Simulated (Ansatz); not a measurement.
# SiNH4O (SMILES [NH][SiH2]O): levels of theory compared

Aim: a comparison of 6 runs (UHF/3-21G, UHF/def2-SVP, UB3LYP/6-31G*, UPBE0/pcseg-1, USVWN5/cc-pVDZ, UB2PLYP/def2-SVPD) of SiNH4O. 

Program for the calculation: Ansatz 0.2.0.

5 further runs of the same task are left out: 2 for a known fault of the program, 1 that didn't finish, 2 set aside as unsound or not needed.

## (1) The molecule

SiNH4O: 7 atoms, total charge 0, spin state doublet. As SMILES, `[NH][SiH2]O`. The shape is that of a PBE0-D4/def2-TZVP optimisation. This is one conformer, not always the lowest.

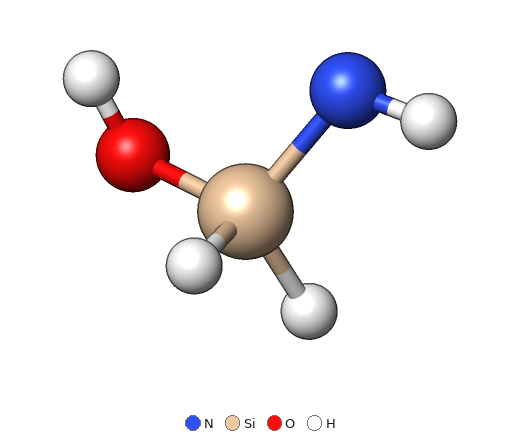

Viewed from a chosen angle; nitrogen blue, silicon light orange, oxygen red, hydrogen white.

## (2) Energy and gradient at UHF/3-21G (run 1)

File input.yaml:

```yaml
crystal:
  periodic: [false, false, false]
  atoms:
    - {symbol: N, position_ang: [-1.219700, -0.362600, 0.666700]}
    - {symbol: Si, position_ang: [0.116600, 0.212100, -0.290000]}
    - {symbol: O, position_ang: [1.398500, -0.795100, -0.146900]}
    - {symbol: H, position_ang: [-2.101000, 0.125500, 0.496300]}
    - {symbol: H, position_ang: [-0.184300, 0.263000, -1.742100]}
    - {symbol: H, position_ang: [0.414600, 1.577200, 0.236200]}
    - {symbol: H, position_ang: [1.636600, -1.088000, 0.734200]}
basis:
  gaussian:
    orbitals: 3-21G.json
magnetization:
  spin_polarized: true
  initial_magnetization: 1
hamiltonian:
  xc: hf
accuracy: high
output: {forces: true, orbitals: {seedname: orbitals}}
```

The basis set 3-21G is read from a file made from the Basis Set Exchange's data (not shown).

The run is started by

```
$ ansatz run input.yaml --threads 1 --pin off --max-ram 2610MiB --events-out events.jsonl --progress --plain --runs-dir runs
```

Log:

```text
Warning: RAYON_NUM_THREADS=1 ignored (pool sized by the plan → 1); use --threads N
Functional definition: HF
  name "HF"
  exchange = exact_x
  correlation = 0
883 factors; integrals over basis functions are off by at most 4.0e-9 eV
mean field evaluation 1: about -11379.1153 eV, gradient 2.5e1 eV
mean field evaluation 2: about -11379.3334 eV, gradient 2.5e1 eV
mean field evaluation 4: about -11382.6732 eV, gradient 2.2e0 eV
mean field evaluation 8: about -11382.7685 eV, gradient 4.0e-1 eV
mean field evaluation 16: about -11382.7719 eV, gradient 1.0e-5 eV
mean field evaluation 32: about -11381.7296 eV, gradient 8.5e-1 eV
mean field evaluation 64: about -11381.7431 eV, gradient 1.8e-2 eV
mean field -11382.77191000 eV, -418.3091521725 hartree, gradient 3.0e-8 eV, S^2 0.756936; 0 other end points of the search recorded, 0 dependent functions left out
the calculation of the forces begins
reference -11382.77191000 eV, -418.3091521725 hartree; 17, 16 occupied and 22, 23 virtual orbitals, 883 factors
Total energy: -11382.77191000 eV, -418.3091521725 hartree
Atom 0 at    -1.219700    -0.362600     0.666700 Å, force    -1.342478    -0.118495     0.578816 eV/Å
Atom 1 at     0.116600     0.212100    -0.290000 Å, force     0.471701     1.370119    -1.448444 eV/Å
Atom 2 at     1.398500    -0.795100    -0.146900 Å, force     0.742156    -0.603336     0.405310 eV/Å
Atom 3 at    -2.101000     0.125500     0.496300 Å, force    -0.208520    -0.281168     0.288719 eV/Å
Atom 4 at    -0.184300     0.263000    -1.742100 Å, force    -0.076998     0.094196     0.128226 eV/Å
Atom 5 at     0.414600     1.577200     0.236200 Å, force    -0.063997    -0.041139    -0.070772 eV/Å
Atom 6 at     1.636600    -1.088000     0.734200 Å, force     0.478136    -0.420178     0.118144 eV/Å
Dipole moment:    -0.223395     0.301965     0.117447 e Å
```

It took 2.9 s on 1 thread of AMD EPYC 7R43 (Zen 3), shared host; peak memory 0.23 GiB.

## (3) Energy and gradient at UHF/def2-SVP (run 2)

File input.yaml:

```yaml
crystal:
  periodic: [false, false, false]
  atoms:
    - symbol: "N"
      position_ang: [-1.219700, -0.362600, 0.666700]
    - symbol: Si
      position_ang: [0.116600, 0.212100, -0.290000]
    - symbol: O
      position_ang: [1.398500, -0.795100, -0.146900]
    - symbol: H
      position_ang: [-2.101000, 0.125500, 0.496300]
    - symbol: H
      position_ang: [-0.184300, 0.263000, -1.742100]
    - symbol: H
      position_ang: [0.414600, 1.577200, 0.236200]
    - symbol: H
      position_ang: [1.636600, -1.088000, 0.734200]
basis:
  gaussian:
    orbitals: def2-SVP
hamiltonian:
  xc: hf
accuracy: high
output:
  forces: true
  orbitals: {seedname: orbitals}
magnetization:
  spin_polarized: true
  initial_magnetization: 1
```

The run is started by

```
$ ansatz run input.yaml --threads 1 --pin off --max-ram 2610MiB --events-out events.jsonl --progress --plain --runs-dir runs
```

Log, cut to the lines that bear on the results:

```text
Warning: RAYON_NUM_THREADS=1 ignored (pool sized by the plan → 1); use --threads N
[... 2 set-up lines as earlier in the session ...]
[...]
1441 factors; integrals over basis functions are off by at most 3.5e-9 eV
[...]
mean field -11439.39922697 eV, -420.3901676879 hartree, gradient 2.2e-8 eV, S^2 0.757599; 0 other end points of the search recorded, 0 dependent functions left out
[...]
reference -11439.39922697 eV, -420.3901676879 hartree; 17, 16 occupied and 49, 50 virtual orbitals, 1441 factors
Total energy: -11439.39922697 eV, -420.3901676879 hartree
Atom 0 at    -1.219700    -0.362600     0.666700 Å, force    -0.687331     0.117771     0.065140 eV/Å
Atom 1 at     0.116600     0.212100    -0.290000 Å, force     0.220566     0.450580    -0.446663 eV/Å
Atom 2 at     1.398500    -0.795100    -0.146900 Å, force     0.312825    -0.354959     0.916010 eV/Å
Atom 3 at    -2.101000     0.125500     0.496300 Å, force     0.326864    -0.268261     0.120138 eV/Å
Atom 4 at    -0.184300     0.263000    -1.742100 Å, force    -0.046547     0.042120     0.197362 eV/Å
Atom 5 at     0.414600     1.577200     0.236200 Å, force    -0.006480    -0.169466    -0.097566 eV/Å
Atom 6 at     1.636600    -1.088000     0.734200 Å, force    -0.119896     0.182215    -0.754419 eV/Å
Dipole moment:    -0.168354     0.210567     0.114451 e Å
```

Wall time 5.7 s (1 thread of AMD EPYC 7R43 (Zen 3), shared host); peak memory 0.19 GiB.

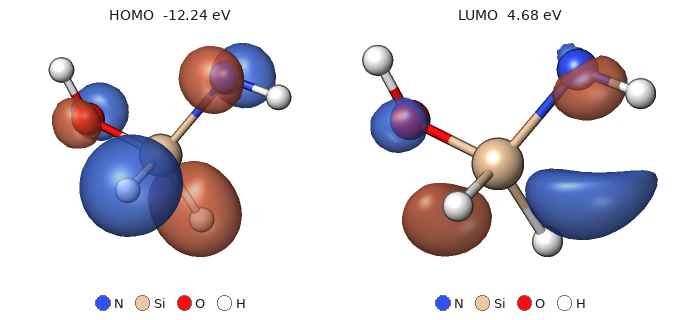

Frontier orbitals of this run (spin up), surfaces at ±0.2 Å^-3/2.

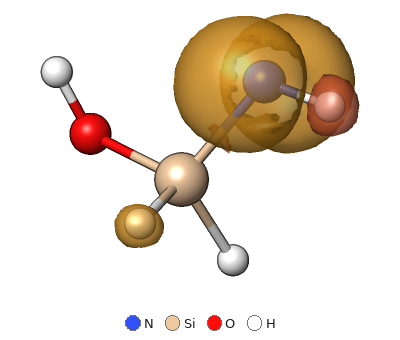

Spin density, surfaces at ±0.03 e/Å³.

Runs 3 to 5 aren't shown in full; the table further down has their settings and results.

## (4) Energy and gradient at UB2PLYP/def2-SVPD (run 6)

File in.yaml:

```yaml
crystal:
  periodic: [false, false, false]
  atoms:
    - {symbol: "N", position_ang: [-1.219700, -0.362600, 0.666700]}
    - {symbol: Si, position_ang: [0.116600, 0.212100, -0.290000]}
    - {symbol: O, position_ang: [1.398500, -0.795100, -0.146900]}
    - {symbol: H, position_ang: [-2.101000, 0.125500, 0.496300]}
    - {symbol: H, position_ang: [-0.184300, 0.263000, -1.742100]}
    - {symbol: H, position_ang: [0.414600, 1.577200, 0.236200]}
    - {symbol: H, position_ang: [1.636600, -1.088000, 0.734200]}
basis:
  gaussian:
    orbitals: def2-SVPD
magnetization:
  spin_polarized: true
  initial_magnetization: 1
hamiltonian:
  xc: {name: B2PLYP}
correlation:
  frozen_orbitals: {H: 0, "N": 1, O: 1, Si: 5}
accuracy: high
output: {forces: true, orbitals: {seedname: orbitals}}
```

The run is started by

```
$ ansatz run in.yaml --threads 1 --pin off --max-ram 2610MiB --events-out events.jsonl --progress --plain --runs-dir runs
```

Log, cut to the lines that bear on the results:

```text
Warning: RAYON_NUM_THREADS=1 ignored (pool sized by the plan → 1); use --threads N
Functional definition: B2PLYP
  name "B2PLYP"
[...]
1986 factors; integrals over basis functions are off by at most 3.7e-9 eV
[...]
mean field -11463.91000296 eV, -421.2909220914 hartree, gradient 2.6e-8 eV, S^2 0.755682; 2 other end points of the search recorded, 0 dependent functions left out
7 core orbitals not correlated: weight in the atoms' cores, before any rotation towards them, 1.000 or more for the frozen orbitals, at most 0.000 for the correlated occupied ones
reference -11463.91002873 eV, -421.2909230386 hartree; 10, 9 occupied and 82, 83 virtual orbitals, 1986 factors
second order -14.76852786 eV of doubles, -0.00000000 eV of singles
[...]
Total energy: -11467.89753126 eV, -421.4374610535 hartree
Atom 0 at    -1.219700    -0.362600     0.666700 Å, force    -0.297753    -0.181832     0.254702 eV/Å
Atom 1 at     0.116600     0.212100    -0.290000 Å, force    -0.431207     0.893318    -0.459468 eV/Å
Atom 2 at     1.398500    -0.795100    -0.146900 Å, force     0.780475    -0.585683    -0.009876 eV/Å
Atom 3 at    -2.101000     0.125500     0.496300 Å, force    -0.173823     0.032784     0.027829 eV/Å
Atom 4 at    -0.184300     0.263000    -1.742100 Å, force    -0.003556    -0.009069     0.027308 eV/Å
Atom 5 at     0.414600     1.577200     0.236200 Å, force    -0.002186    -0.029038    -0.004756 eV/Å
Atom 6 at     1.636600    -1.088000     0.734200 Å, force     0.128048    -0.120480     0.164261 eV/Å
Dipole moment:    -0.127415     0.201317     0.085720 e Å
```

It took 62 s on 1 thread of AMD EPYC 7R43 (Zen 3), shared host; peak memory 0.56 GiB.

## (5) All runs side by side

| run | level | frozen core orbitals | energy (Eh) | dipole moment (D) | HOMO energy (eV) | LUMO energy (eV) | wall time |
| --- | --- | --- | --- | --- | --- | --- | --- |
| 1 | UHF/3-21G | – | -418.309152 | 1.89 | -11.04 | 2.76 | 2.9 s |
| 2 | UHF/def2-SVP | – | -420.390168 | 1.41 | -11.57 | 2.36 | 5.7 s |
| 3 | UB3LYP/6-31G* (spherical functions) | – | -421.846217 | 1.29 | -7.49 | -3.47 | 11 s |
| 4 | UPBE0/pcseg-1 | – | -421.547049 | 1.41 | -8.04 | -3.36 | 19 s |
| 5 | USVWN5/cc-pVDZ | – | -419.667090 | 1.06 | -6.16 | -4.99 | 7.2 s |
| 6 | UB2PLYP/def2-SVPD | 7 | -421.437461 | 1.22 | -9.50 | -1.61 | 62 s |

## (6) Outcome

```
                                                       quantity          value
                                            run 6: total energy  -421.43746 Eh
                                run 6: dipole moment (SCF part)         1.22 D
run 6: HOMO energy (SCF part's orbitals) (highest over α and β)       -9.50 eV
 run 6: LUMO energy (SCF part's orbitals) (lowest over α and β)       -1.61 eV
                                                    run 6: ⟨S²⟩          0.756
                                run 6: largest force on an atom     1.093 eV/Å
```

In words: The dipole moment (its size) runs from 1.06 D (USVWN5/cc-pVDZ) to 1.89 D (UHF/3-21G). The two ends differ in method and basis. Totals of different functionals can't be ranked against each other. All runs together took 1.8 min, the longest 62 s.
